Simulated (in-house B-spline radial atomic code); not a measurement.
**Gd⁺: excited configurations in jj coupling**

Wanted: excitation energies of Gd⁺ as differences of total energies (ΔSCF).

The numbers are computed with in-house B-spline radial atomic code version 1 (Dirac-Hartree-Fock, average of configuration, Fermi nucleus, basis-set limit), except any that are marked as measured or tabulated.

### 1 What is computed

| Property | Result |
| --- | --- |
| element | gadolinium (Z = 64) |
| charge | +1 |
| electrons | 63 |
| configuration | 1s2 2s2 2p6 3s2 3p6 3d10 4s2 4p6 4d10 4f-6 4f+1 5s2 5p6 5d-1 6s1 |
| Hamiltonian | Dirac-Coulomb |
| nucleus | Fermi, rms radius 5.157 fm |

In configurations, a minus sign after the shell means j = l − 1/2 and a plus sign j = l + 1/2; the count of electrons follows.

Input settings:

```ini
Z = 64
electrons = 63.0
configuration = 1s2 2s2 2p6 3s2 3p6 3d10 4s2 4p6 4d10 4f-6 4f+1 5s2 5p6 5d-1 6s1
hamiltonian = dirac
method = hf
spin_polarised = False
nucleus = fermi
rms_radius = 5.1569
mass_number = 158
atomic_mass = 157.9241112
speed_of_light = 137.035999084
```

From the earlier run of the reference: total energy -11274.228783 hartree. Levels, eight at most:

```csv
orbital,occupation,energy (eV),<r> (bohr)
4d5/2,6,-169.20,0.6423
5s1/2,2,-67.039,1.357
5p1/2,2,-44.269,1.510
5p3/2,4,-38.058,1.604
4f5/2,6,-27.133,0.8270
4f7/2,1,-23.612,0.8480
5d3/2,1,-12.617,2.457
6s1/2,1,-11.126,3.873
```

### 2 Run with 1s2 2s2 2p6 3s2 3p6 3d10 4s2 4p6 4d10 4f-4 4f+3 5s2 5p-1 5p+4 5d-1 6s1 10g+1

Input settings:

```ini
Z = 64
electrons = 63.0
configuration = 1s2 2s2 2p6 3s2 3p6 3d10 4s2 4p6 4d10 4f-4 4f+3 5s2 5p-1 5p+4 5d-1 6s1 10g+1
hamiltonian = dirac
method = hf
spin_polarised = False
nucleus = fermi
rms_radius = 5.1569
mass_number = 158
atomic_mass = 157.9241112
speed_of_light = 137.035999084
```

### 3 Configuration 1s2 2s2 2p6 3s2 3p6 3d10 4s2 4p6 4d10 4f-4 4f+3 5s2 5p6 5d-1 8f-1

Input settings:

```ini
Z = 64
electrons = 63.0
configuration = 1s2 2s2 2p6 3s2 3p6 3d10 4s2 4p6 4d10 4f-4 4f+3 5s2 5p6 5d-1 8f-1
hamiltonian = dirac
method = hf
spin_polarised = False
nucleus = fermi
rms_radius = 5.1569
mass_number = 158
atomic_mass = 157.9241112
speed_of_light = 137.035999084
```

### 4 Configuration 1s2 2s2 2p6 3s2 3p6 3d10 4s2 4p6 4d-4 4d+5 4f-1 4f+6 5s2 5p6 5d-1 6s1 9p+1

Input settings:

```ini
Z = 64
electrons = 63.0
configuration = 1s2 2s2 2p6 3s2 3p6 3d10 4s2 4p6 4d-4 4d+5 4f-1 4f+6 5s2 5p6 5d-1 6s1 9p+1
hamiltonian = dirac
method = hf
spin_polarised = False
nucleus = fermi
rms_radius = 5.1569
mass_number = 158
atomic_mass = 157.9241112
speed_of_light = 137.035999084
```

### 5 Run with 1s2 2s2 2p6 3s2 3p6 3d10 4s2 4p6 4d-3 4d+6 4f-4 4f+3 5s2 5p6 5d+1 6s1 6f+1

Input settings:

```ini
Z = 64
electrons = 63.0
configuration = 1s2 2s2 2p6 3s2 3p6 3d10 4s2 4p6 4d-3 4d+6 4f-4 4f+3 5s2 5p6 5d+1 6s1 6f+1
hamiltonian = dirac
method = hf
spin_polarised = False
nucleus = fermi
rms_radius = 5.1569
mass_number = 158
atomic_mass = 157.9241112
speed_of_light = 137.035999084
```

### 6 Configuration 1s2 2s2 2p6 3s2 3p6 3d10 4s2 4p6 4d10 4f-4 4f+2 5s2 5p6 5d-1 6s1 7d+1

Input settings:

```ini
Z = 64
electrons = 63.0
configuration = 1s2 2s2 2p6 3s2 3p6 3d10 4s2 4p6 4d10 4f-4 4f+2 5s2 5p6 5d-1 6s1 7d+1
hamiltonian = dirac
method = hf
spin_polarised = False
nucleus = fermi
rms_radius = 5.1569
mass_number = 158
atomic_mass = 157.9241112
speed_of_light = 137.035999084
```

### 7 1s2 2s2 2p6 3s2 3p6 3d10 4s2 4p6 4d10 4f+7 5s2 5p6 6s1 6f+1

Input settings:

```ini
Z = 64
electrons = 63.0
configuration = 1s2 2s2 2p6 3s2 3p6 3d10 4s2 4p6 4d10 4f+7 5s2 5p6 6s1 6f+1
hamiltonian = dirac
method = hf
spin_polarised = False
nucleus = fermi
rms_radius = 5.1569
mass_number = 158
atomic_mass = 157.9241112
speed_of_light = 137.035999084
```

Before running: How far above the reference does each configuration lie (order and size, in eV)?

**Answer**, as computed:

| net move | configuration | energy above the reference (eV) | with Breit, QED, recoil (eV) | largest <r> (bohr) |
| --- | --- | --- | --- | --- |
| 6×4f5/2, 5d3/2 → 6×4f7/2, 6f7/2 | 1s2 2s2 2p6 3s2 3p6 3d10 4s2 4p6 4d10 4f+7 5s2 5p6 6s1 6f+1 | 13.939 | 13.724 | 15.3 |
| 2×4f5/2, 6s → 2×4f7/2, 8f5/2 | 1s2 2s2 2p6 3s2 3p6 3d10 4s2 4p6 4d10 4f-4 4f+3 5s2 5p6 5d-1 8f-1 | 14.826 | 14.706 | 33.4 |
| 2×4f5/2 → 4f7/2, 7d5/2 | 1s2 2s2 2p6 3s2 3p6 3d10 4s2 4p6 4d10 4f-4 4f+2 5s2 5p6 5d-1 6s1 7d+1 | 20.681 | 20.747 | 13.4 |
| 2×4f5/2, 5p1/2 → 10g9/2, 2×4f7/2 | 1s2 2s2 2p6 3s2 3p6 3d10 4s2 4p6 4d10 4f-4 4f+3 5s2 5p-1 5p+4 5d-1 6s1 10g+1 | 46.563 | 46.372 | 69.9 |
| 4d5/2, 5×4f5/2 → 5×4f7/2, 9p3/2 | 1s2 2s2 2p6 3s2 3p6 3d10 4s2 4p6 4d-4 4d+5 4f-1 4f+6 5s2 5p6 5d-1 6s1 9p+1 | 171.67 | 171.43 | 23.3 |
| 4d3/2, 2×4f5/2, 5d3/2 → 2×4f7/2, 5d5/2, 6f7/2 | 1s2 2s2 2p6 3s2 3p6 3d10 4s2 4p6 4d-3 4d+6 4f-4 4f+3 5s2 5p6 5d+1 6s1 6f+1 | 175.59 | 175.34 | 15.1 |

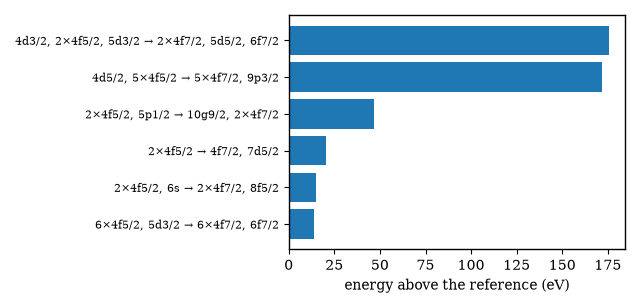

The configurations in order of energy, labelled by the net move of electrons.

**Reading.** At the bottom stands 6×4f5/2, 5d3/2 → 6×4f7/2, 6f7/2 (13.939 eV), at the top 4d3/2, 2×4f5/2, 5d3/2 → 2×4f7/2, 5d5/2, 6f7/2 (175.59 eV). Koopmans' estimate of the ionisation threshold is 11.126 eV; 6 configurations exceed it by over 2 % and could autoionise. Two partly filled shells share a symmetry and can mix in the average, which may lower the energy, for: 6×4f5/2, 5d3/2 → 6×4f7/2, 6f7/2; 2×4f5/2, 6s → 2×4f7/2, 8f5/2; 4d3/2, 2×4f5/2, 5d3/2 → 2×4f7/2, 5d5/2, 6f7/2. These are averages over configurations, without correlation, not spectroscopic levels.
